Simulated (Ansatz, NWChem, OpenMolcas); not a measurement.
# A ladder of methods for C2F4 (tetrafluoroethylene)

C2F4 has 6 atoms, charge 0, and is taken as a singlet. As SMILES, `FC(F)=C(F)F`. The shape is that of a PBE0-D4/def2-TZVP optimisation.

Each level gives the HOMO–LUMO gap (eV). The values are calculated.

| level | kind | program | value (eV) | CPU time |
| --- | --- | --- | --- | --- |
| BLYP/6-31G* (spherical functions) | GGA | OpenMolcas | 5.79 | 23 s |
| PBE/6-31G* (spherical functions) | GGA | NWChem | 5.82 | 17 s |
| M06-L/6-31G* (spherical functions) | meta-GGA | NWChem | 6.41 | 17 s |
| TPSS/6-31G* (spherical functions) | meta-GGA | NWChem | 6.04 | 13 s |
| PBE0/6-31G* (spherical functions) | global hybrid | Ansatz | 8.36 | 6.5 s |
| r2SCAN0/6-31G* (spherical functions) | hybrid meta-GGA | Ansatz | 8.70 | 13 s |
| B3LYP/6-31G* (Cartesian functions) | global hybrid | OpenMolcas | 7.82 | 24 s |
| wB97X/6-31G* (spherical functions) | range-separated hybrid | Ansatz | 13.11 | 21 s |

The values span 5.79 to 13.11 eV. Orbital gaps aren't excitation energies; they tend to grow with the share of exact exchange. Times are those of the runs behind each value, whatever else they computed, on shared processors of several kinds: orders of magnitude only.

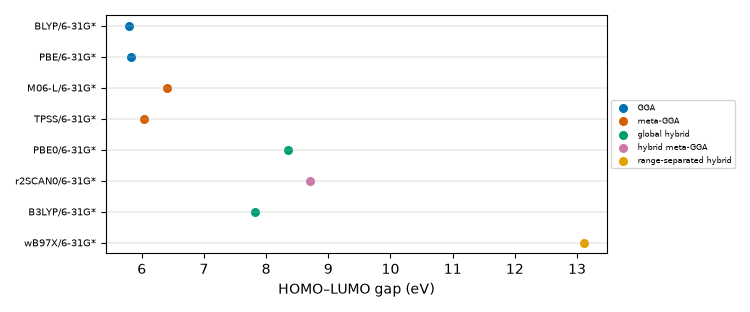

The values of the table, level by level.
